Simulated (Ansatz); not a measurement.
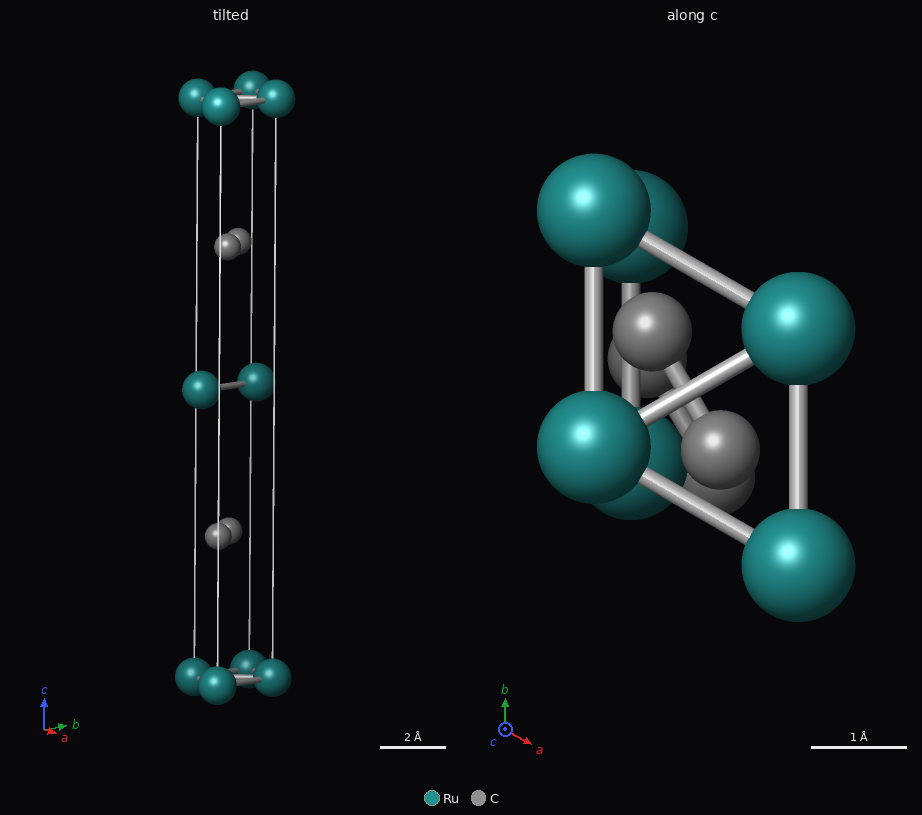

The figure gives a ball-and-stick picture of the atoms, viewed slightly off an axis and along the c axis. The parallelepiped is the unit cell.

Counted as bonded: C–C up to 1.76 Å, Ru–Ru up to 2.69 Å (cut-off distances).

### Which compound is drawn?

RuC2. The cell holds 2 Ru, 4 C, counting shared atoms by their share.

### How far does the bonding extend?

The bonds build Ru and C layers parallel to (001).

Starting structure: a textbook structure type filled with these elements (whether it is the usual form wasn't checked). The picture shows the end point of a geometry optimisation with DFT PBE, scalar-relativistic, plane waves, PAW in Ansatz.
